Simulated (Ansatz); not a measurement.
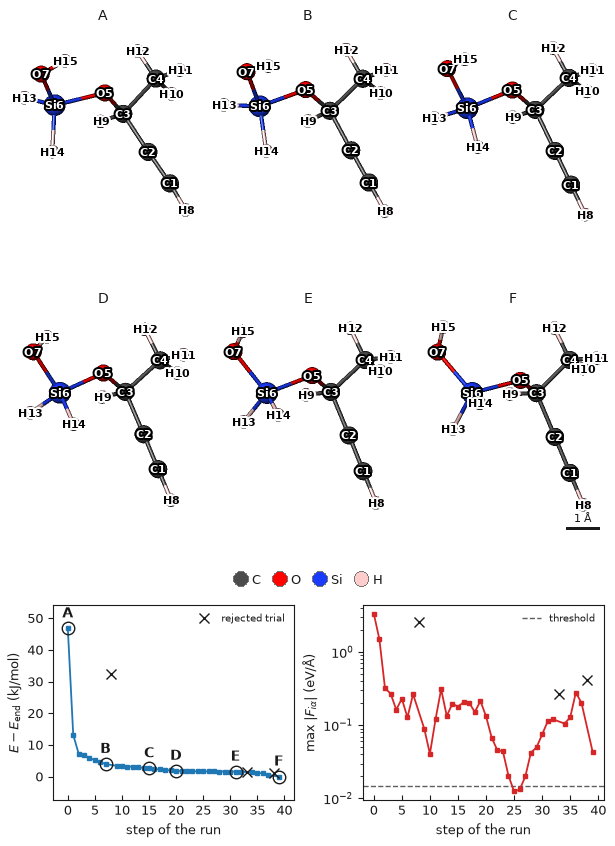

Frames of a relaxation of C$_{4}$H$_{8}$O$_{2}$Si, marked on the history of the run. A ball-and-stick model, seen from a free direction.

The run prepares an end point of a later path (torsion) calculation, from a guessed geometry.

Method: Ansatz, RKS B3LYP-D4/def2-SVP.

Input file:
```yaml
crystal:
  periodic: [false, false, false]
  atoms:
    - { symbol: C, position_ang: [-0.5932, -2.5334, 1.1592] }
    - { symbol: C, position_ang: [-0.1663, -1.6014, 0.4972] }
    - { symbol: C, position_ang: [0.386, -0.5014, -0.3147] }
    - { symbol: C, position_ang: [2.0155, -0.5147, -0.1892] }
    - { symbol: O, position_ang: [-0.0226, 0.7513, 0.1813] }
    - { symbol: Si, position_ang: [-1.371, 1.4779, -0.4669] }
    - { symbol: O, position_ang: [-1.5518, 2.9467, 0.2406] }
    - { symbol: H, position_ang: [-1.0298, -3.2569, 1.721] }
    - { symbol: H, position_ang: [0.1657, -0.615, -1.3192] }
    - { symbol: H, position_ang: [2.3595, -1.4715, -0.5208] }
    - { symbol: H, position_ang: [2.253, -0.3795, 0.8736] }
    - { symbol: H, position_ang: [2.3996, 0.2995, -0.7522] }
    - { symbol: H, position_ang: [-1.2169, 1.6537, -1.937] }
    - { symbol: H, position_ang: [-2.5879, 0.6373, -0.1932] }
    - { symbol: H, position_ang: [-1.0616, 3.0565, 1.0497] }
basis:
  gaussian: { orbitals: def2-SVP }
hamiltonian:
  xc: b3lyp
  dispersion: d4
relax:
  f_tol: 0.015
  max_steps: 40
```

Command:
```bash
ansatz run input.yaml --threads 2 --pin off --max-ram 3072MiB --backend cpu --events-out ev --progress --plain --runs-dir out
```

### Describe the path.

The relaxation stopped without meeting its thresholds, so the last structure isn't shown to be converged. It used up its limit of 40 steps. The largest moves after the best rigid fit, 1.77 Å, are those of H13 and H14. By element the largest moves are H 1.77 Å, O 1.13 Å, C 0.67 Å, Si 0.46 Å. Some distances before and after: C3–C4 1.634 → 1.528 Å, C3–H9 1.035 → 1.108 Å, C1–H8 1.015 → 1.074 Å, C4–H12 1.062 → 1.100 Å. Among the angles between lasting bonds that change: C3–O5–Si6 119.1° → 125.9°, C2–C1–H8 174.5° → 179.8°, H10–C4–H12 113.9° → 109.2°. Groups turn about O5–Si6 by about 75°, Si6–O7 by about 50°. After 36 accepted moves (39 points after the start) the energy has fallen by 46.8 kJ/mol. Largest force component: 3.4 eV/Å at the start, 0.043 eV/Å at the end. The line search rejected the trial steps at points 8, 33, 38 of the run. The forces were under the threshold at step 25, but the run went on from there. From step 0 to 7: H13 moves most (0.34 Å), energy −42.8 kJ/mol. From step 7 to 15: H14 moves most (0.47 Å), energy −1.38 kJ/mol. From step 15 to 20: H13 moves most (0.42 Å), energy −0.79 kJ/mol. From step 20 to 31: H atoms move most (0.45 Å), energy −0.26 kJ/mol. From step 31 to 39: H15 moves most (0.46 Å), energy −1.56 kJ/mol.

```csv
step,"E − E(0), kJ/mol","largest force component, eV/Å",note
0,0.00,3.3573,
1,-33.58,1.4984,
2,-39.52,0.3198,
3,-40.09,0.2718,
4,-40.77,0.1629,
5,-41.67,0.2306,
6,-42.24,0.1282,
7,-42.78,0.2658,
8,-14.29,2.6180,rejected
9,-43.37,0.0895,
10,-43.47,0.0406,
12,-43.62,0.3112,
13,-43.82,0.1343,
15,-44.16,0.1804,
16,-44.35,0.2060,
18,-44.73,0.1517,
19,-44.76,0.2147,
21,-45.00,0.0679,
22,-45.07,0.0458,
24,-45.11,0.0205,
25,-45.13,0.0125,
27,-45.14,0.0199,
28,-45.15,0.0423,
30,-45.18,0.0751,
31,-45.21,0.1136,
33,-45.17,0.2676,rejected
34,-45.41,0.1054,
36,-45.69,0.2798,
37,-46.22,0.2034,
39,-46.76,0.0432,
```
